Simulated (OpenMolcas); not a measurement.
## Relativistic diatomic calculation for MgNa⁺ (part 2 of 2)

The same run, continued: MgNa⁺. Method: SA-CASSCF(2,8)/XMS-CASPT2 + RASSI spin-orbit (X2C scalar, AMFI), ANO-RCC-VTZP (OpenMolcas).

Log (extracts), continued:
```
++ Dipole transition strengths (spin-free states):
     for osc. strength at least  1.00000000E-05
      From   To        Osc. strength     Einstein coefficients Ax, Ay, Az (sec-1)    Total A (sec-1)
         1    2       5.75398499E-01  0.00000000E+00  0.00000000E+00  3.93618945E+08  3.93618945E+08
         1    6       5.42740157E-01  1.99627564E+08  4.94283760E+08  0.00000000E+00  6.93911324E+08
         1    7       5.42740166E-01  4.94283780E+08  1.99627574E+08  0.00000000E+00  6.93911354E+08
         1    3       3.60349649E-02  0.00000000E+00  0.00000000E+00  4.71498248E+07  4.71498248E+07
         1    8       3.58136656E-02  6.98089713E+07  1.67926489E+06  0.00000000E+00  7.14882362E+07
         1    9       3.58136667E-02  1.67926623E+06  6.98089733E+07  0.00000000E+00  7.14882395E+07
         4    5       5.87825597E-01  0.00000000E+00  0.00000000E+00  1.84068957E+08  1.84068957E+08
         2    6       2.16455917E-03  5.74081829E+04  1.42146112E+05  0.00000000E+00  1.99554295E+05
         2    7       2.16455966E-03  1.42146174E+05  5.74081872E+04  0.00000000E+00  1.99554361E+05
         2    3       1.61709060E-01  0.00000000E+00  0.00000000E+00  1.62276220E+07  1.62276220E+07
         2    8       1.74195141E-04  5.83636689E+04  1.40282964E+03  0.00000000E+00  5.97664986E+04
         2    9       1.74194973E-04  1.40282925E+03  5.83636143E+04  0.00000000E+00  5.97664435E+04
         6    3       2.59508707E-04  1.29119250E+01  3.19700766E+01  0.00000000E+00  4.48820015E+01
         6    8       5.18590015E-03  0.00000000E+00  0.00000000E+00  4.12746706E+05  4.12746706E+05
         6    9       2.71126689E-02  0.00000000E+00  0.00000000E+00  2.15790230E+06  2.15790230E+06
         7    3       2.59508404E-04  3.19699639E+01  1.29118791E+01  0.00000000E+00  4.48818430E+01
         7    8       2.71126692E-02  0.00000000E+00  0.00000000E+00  2.15790188E+06  2.15790188E+06
         7    9       5.18589992E-03  0.00000000E+00  0.00000000E+00  4.12746681E+05  4.12746681E+05
         3    8       1.22937218E-03  8.68475686E+04  2.08872260E+03  0.00000000E+00  8.89362912E+04
         3    9       1.22937230E-03  2.08872390E+03  8.68475846E+04  0.00000000E+00  8.89363085E+04
 Electric-quadrupole - electric-quadrupole not included
 Electric-dipole - electric-octupole not included
 Electric-dipole - magnetic-quadrupole not included
   Eigenvalues of complex Hamiltonian:
  (Shifted by EMIN (a.u.) =       -362.1887289674)
 SO State       Relative EMIN(au)   Rel lowest level(eV)    D:o, cm**(-1)      Omega
     1             0.0000000000        0.0000000000              0.0000         0.0
     2             0.0857755623        2.3340719555          18825.5599         1.0
     3             0.0857755623        2.3340719555          18825.5599         1.0
     4             0.0857756144        2.3340733742          18825.5714         0.0
     5             0.1459144131        3.9705334546          32024.5120         0.0
     6             0.1844965738        5.0204075308          40492.3175         1.0
     7             0.1844965738        5.0204075308          40492.3175         1.0
     8             0.1844968513        5.0204150806          40492.3784         0.0
     9             0.1994808824        5.4281513405          43780.9931         1.0
    10             0.1994808852        5.4281514152          43780.9937         1.0
    11             0.2018006443        5.4912752773          44290.1220         0.0
    12             0.2492513194        6.7824739245          54704.3414         1.0
    13             0.2492513217        6.7824739870          54704.3419         1.0
 Weights of the five most important spin-orbit-free states for each spin-orbit state.
 SO State  Total energy (au)           Spin-free states, spin, and weights
    1         0.000000       1 0.0  1.0000    9 0.0  0.0000    8 0.0  0.0000    7 0.0  0.0000    6 0.0  0.0000
    2         0.085776       4 1.0  1.0000    6 0.0  0.0000    7 0.0  0.0000    9 0.0  0.0000    5 1.0  0.0000
    3         0.085776       4 1.0  1.0000    7 0.0  0.0000    6 0.0  0.0000    8 0.0  0.0000    5 1.0  0.0000
    4         0.085776       4 1.0  1.0000    9 0.0  0.0000    8 0.0  0.0000    7 0.0  0.0000    6 0.0  0.0000
    5         0.145914       2 0.0  1.0000    9 0.0  0.0000    8 0.0  0.0000    7 0.0  0.0000    6 0.0  0.0000
    6         0.184497       5 1.0  1.0000    6 0.0  0.0000    7 0.0  0.0000    8 0.0  0.0000    9 0.0  0.0000
    7         0.184497       5 1.0  1.0000    6 0.0  0.0000    7 0.0  0.0000    8 0.0  0.0000    9 0.0  0.0000
    8         0.184497       5 1.0  1.0000    9 0.0  0.0000    8 0.0  0.0000    7 0.0  0.0000    6 0.0  0.0000
    9         0.199481       6 0.0  1.0000    5 1.0  0.0000    4 1.0  0.0000    9 0.0  0.0000    8 0.0  0.0000
   10         0.199481       7 0.0  1.0000    5 1.0  0.0000    4 1.0  0.0000    8 0.0  0.0000    9 0.0  0.0000
   11         0.201801       3 0.0  1.0000    9 0.0  0.0000    8 0.0  0.0000    7 0.0  0.0000    6 0.0  0.0000
   12         0.249251       8 0.0  1.0000    5 1.0  0.0000    4 1.0  0.0000    7 0.0  0.0000    6 0.0  0.0000
   13         0.249251       9 0.0  1.0000    5 1.0  0.0000    4 1.0  0.0000    6 0.0  0.0000    7 0.0  0.0000
++ Dipole transition strengths (SO states):
        for osc. strength at least   1.00000000E-05
      From   To        Osc. strength     Einstein coefficients Ax, Ay, Az (sec-1)    Total A (sec-1)
         1    5       5.75398499E-01  0.00000000E+00  0.00000000E+00  3.93618945E+08  3.93618945E+08
         1    9       5.42731088E-01  1.99624883E+08  4.94277124E+08  0.00000000E+00  6.93902007E+08
         1   10       5.42731097E-01  4.94277144E+08  1.99624894E+08  0.00000000E+00  6.93902037E+08
         1   11       3.60349649E-02  0.00000000E+00  0.00000000E+00  4.71498248E+07  4.71498248E+07
         1   12       3.58135855E-02  6.98088163E+07  1.67926116E+06  0.00000000E+00  7.14880774E+07
         1   13       3.58135865E-02  1.67926251E+06  6.98088183E+07  0.00000000E+00  7.14880808E+07
         2    6       2.93906297E-01  0.00000000E+00  0.00000000E+00  9.20320229E+07  9.20320229E+07
         2    7       2.93905298E-01  0.00000000E+00  0.00000000E+00  9.20317098E+07  9.20317098E+07
         2    9       1.12492242E-05  0.00000000E+00  0.00000000E+00  4.67299188E+03  4.67299188E+03
         3    6       2.93905298E-01  0.00000000E+00  0.00000000E+00  9.20317098E+07  9.20317098E+07
         3    7       2.93906297E-01  0.00000000E+00  0.00000000E+00  9.20320229E+07  9.20320229E+07
         3   10       1.12492218E-05  0.00000000E+00  0.00000000E+00  4.67299112E+03  4.67299112E+03
         4    8       5.87825597E-01  0.00000000E+00  0.00000000E+00  1.84068957E+08  1.84068957E+08
         5    9       2.16453072E-03  5.74081300E+04  1.42145981E+05  0.00000000E+00  1.99554112E+05
         5   10       2.16453121E-03  1.42146043E+05  5.74081343E+04  0.00000000E+00  1.99554177E+05
         5   11       1.61709060E-01  0.00000000E+00  0.00000000E+00  1.62276220E+07  1.62276220E+07
         5   12       1.74195573E-04  5.83638160E+04  1.40283318E+03  0.00000000E+00  5.97666492E+04
         5   13       1.74195405E-04  1.40283279E+03  5.83637613E+04  0.00000000E+00  5.97665941E+04
         9   11       2.59467460E-04  1.29062294E+01  3.19559743E+01  0.00000000E+00  4.48622037E+01
         9   12       5.18579881E-03  0.00000000E+00  0.00000000E+00  4.12733247E+05  4.12733247E+05
         9   13       2.71121391E-02  0.00000000E+00  0.00000000E+00  2.15783193E+06  2.15783193E+06
        10   11       2.59467158E-04  3.19558617E+01  1.29061835E+01  0.00000000E+00  4.48620452E+01
        10   12       2.71121393E-02  0.00000000E+00  0.00000000E+00  2.15783151E+06  2.15783151E+06
        10   13       5.18579858E-03  0.00000000E+00  0.00000000E+00  4.12733221E+05  4.12733221E+05
        11   12       1.22937090E-03  8.68474859E+04  2.08872062E+03  0.00000000E+00  8.89362065E+04
        11   13       1.22937102E-03  2.08872191E+03  8.68475019E+04  0.00000000E+00  8.89362238E+04
 Electric-quadrupole - electric-quadrupole not included
 Electric-dipole - electric-octupole not included
 Electric-dipole - magnetic-quadrupole not included
```

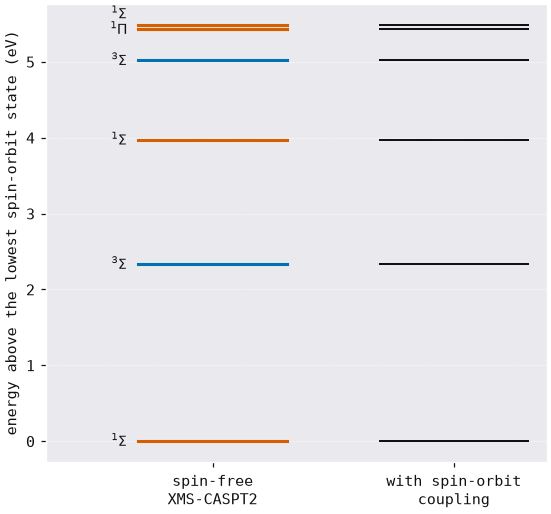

*States up to 5.9 eV at 3.195 Å, without spin-orbit coupling (left, a colour for each spin multiplicity) and with it (right, where close levels merge).*

The spin-free states run ¹Σ (0.00 eV), ³Σ (2.33 eV), ¹Σ (3.97 eV), ³Σ (5.02 eV), ¹Π (5.43 eV), ¹Σ (5.49 eV) from the lowest. The lowest spin-orbit levels have |Ω| = 0 (0 cm⁻¹), 1 (18,826 cm⁻¹), 0 (18,826 cm⁻¹), 0 (32,025 cm⁻¹), 1 (40,492 cm⁻¹).

Key numbers:

```tsv
quantity	value
outcome	converged
lowest spin-free state	¹Σ
lowest spin-orbit level	Ω = 0, −362.18873 hartree
next level	Ω = 1, 18,826 cm⁻¹
wall time	22 s
```
